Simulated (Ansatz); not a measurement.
# C3H4F2 (cis-1,2-difluorocyclopropane) at CCSD/def2-SVP

Aim: the vertical ionisation energy of C3H4F2 (cis-1,2-difluorocyclopropane) at CCSD/def2-SVP, from 2 runs. 

The calculation is run with Ansatz 0.2.0.

50 further runs of the same task are left out: 50 set aside as unsound or not needed. Runs told in other sessions of the task aren't counted.

### Step 1. The system as given

C3H4F2: 9 atoms, total charge 0, spin state singlet. SMILES: `FC1CC1F`. Geometry: relaxed at PBE0-D4/def2-TZVP.

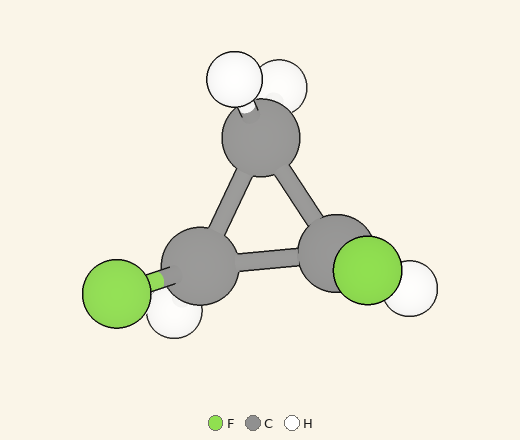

Viewed from a chosen angle; fluorine green, carbon grey, hydrogen white.

### Step 2. A single-point energy at CCSD/def2-SVP

Contents of input.yaml:

```yaml
crystal:
  periodic: [false, false, false]
  atoms:
    - {symbol: F, position_ang: [-0.169600, 1.608000, -1.012600]}
    - {symbol: C, position_ang: [0.216800, 0.825500, 0.025400]}
    - {symbol: C, position_ang: [0.580500, -0.591100, -0.284000]}
    - {symbol: C, position_ang: [-0.696000, -0.279700, 0.428900]}
    - {symbol: F, position_ang: [-1.848900, -0.425100, -0.270300]}
    - {symbol: H, position_ang: [0.755400, 1.385300, 0.781900]}
    - {symbol: H, position_ang: [1.394400, -1.070200, 0.245000]}
    - {symbol: H, position_ang: [0.461700, -0.872500, -1.323800]}
    - {symbol: H, position_ang: [-0.820200, -0.522400, 1.478400]}
basis:
  gaussian: {orbitals: def2-SVP}
magnetization: {spin_polarized: false}
correlation: {method: ccsd, frozen_orbitals: {C: 1, F: 1, H: 0}}
accuracy: high
scf: {omitted_lower_state_checks: [cluster_reference, increment]}
```

On the command line:

```sh
ansatz run input.yaml --threads 1 --pin off --max-ram 2610MiB --events-out events.jsonl --progress --plain --runs-dir runs
```

What it wrote, cut to the lines that bear on the results:

```text
Warning: RAYON_NUM_THREADS=1 ignored (pool sized by the plan → 1); use --threads N
Functional definition: HF
  name "HF"
[...]
2132 factors; integrals over basis functions are off by at most 3.5e-9 eV
[...]
mean field -8558.08145916 eV, -314.5036927483 hartree, gradient 2.7e-8 eV, S^2 0.000000; 0 other end points of the search recorded, 0 dependent functions left out
5 core orbitals not correlated: weight in the atoms' cores, before any rotation towards them, 1.000 or more for the frozen orbitals, at most 0.000 for the correlated occupied ones
reference -8558.08145916 eV, -314.5036927483 hartree; 15, 15 occupied and 70, 70 virtual orbitals, 2132 factors
second order -20.92133907 eV of doubles, -0.00000000 eV of singles
cycle   1  -21.31085769 eV  change   -3.9e-1 eV  update   9.2e-2
[...]
cycle  21  -21.87045903 eV  change    1.4e-9 eV  update  7.3e-10
Total energy: -8579.95191820 eV, -315.3074172935 hartree
Checks for a lower state left out: cluster_reference, increment
```

It took 25 s on 1 thread of Arm Neoverse V2, shared host; peak memory 0.61 GiB.

### Step 3. The doublet cation at the same level

Contents of in.yaml:

```yaml
crystal:
  periodic: [false, false, false]
  atoms:
    - {symbol: F, position_ang: [-0.169600, 1.608000, -1.012600]}
    - {symbol: C, position_ang: [0.216800, 0.825500, 0.025400]}
    - {symbol: C, position_ang: [0.580500, -0.591100, -0.284000]}
    - {symbol: C, position_ang: [-0.696000, -0.279700, 0.428900]}
    - {symbol: F, position_ang: [-1.848900, -0.425100, -0.270300]}
    - {symbol: H, position_ang: [0.755400, 1.385300, 0.781900]}
    - {symbol: H, position_ang: [1.394400, -1.070200, 0.245000]}
    - {symbol: H, position_ang: [0.461700, -0.872500, -1.323800]}
    - {symbol: H, position_ang: [-0.820200, -0.522400, 1.478400]}
basis:
  gaussian:
    orbitals: def2-SVP
total_charge: 1
magnetization:
  spin_polarized: true
  initial_magnetization: 1
correlation:
  method: ccsd
  frozen_orbitals: {C: 1, F: 1, H: 0}
accuracy: high
scf:
  omitted_lower_state_checks: [cluster_reference, increment]
```

On the command line:

```sh
ansatz run in.yaml --threads 1 --pin off --max-ram 2610MiB --events-out events.jsonl --progress --plain --runs-dir runs
```

What it wrote, cut to the lines that bear on the results:

```text
Warning: RAYON_NUM_THREADS=1 ignored (pool sized by the plan → 1); use --threads N
[... 2 set-up lines as earlier in the session ...]
[...]
2130 factors; integrals over basis functions are off by at most 3.5e-9 eV
[...]
mean field -8547.55641584 eV, -314.1169045403 hartree, gradient 4.9e-8 eV, S^2 0.769504; 4 other end points of the search recorded, 0 dependent functions left out
5 core orbitals not correlated: weight in the atoms' cores, before any rotation towards them, 1.000 or more for the frozen orbitals, at most 0.000 for the correlated occupied ones
reference -8547.55641584 eV, -314.1169045403 hartree; 15, 14 occupied and 70, 71 virtual orbitals, 2130 factors
second order -20.60393122 eV of doubles, -0.00000000 eV of singles
cycle   1  -20.81169767 eV  change   -2.1e-1 eV  update   1.3e-1
[...]
cycle  33  -21.56329308 eV  change  -3.8e-10 eV  update   2.0e-9
Total energy: -8569.11970892 eV, -314.9093409449 hartree
Checks for a lower state left out: cluster_reference, increment
```

Run time: 2.1 min. Hardware: 1 thread of Arm Neoverse V2, shared host; peak memory 1.3 GiB.

### Step 4. What came out

At CCSD/def2-SVP, 5 core orbitals frozen:

| quantity | value |
| --- | --- |
| singlet C3H4F2: total energy | -315.30742 Eh |
| singlet C3H4F2: correlation energy (5 core orbitals frozen) | -803.7 mEh |
| singlet C3H4F2: T1 diagnostic | 0.010 |
| doublet cation: total energy | -314.90934 Eh |
| doublet cation: correlation energy (5 core orbitals frozen) | -792.4 mEh |
| doublet cation: ⟨S²⟩ of the reference determinant | 0.770 |
| doublet cation: T1 diagnostic | 0.024 |
| vertical ionisation energy (to the doublet cation) | 10.832 eV |

What this shows: Removing an electron at fixed nuclei costs 10.83 eV (250 kcal/mol).
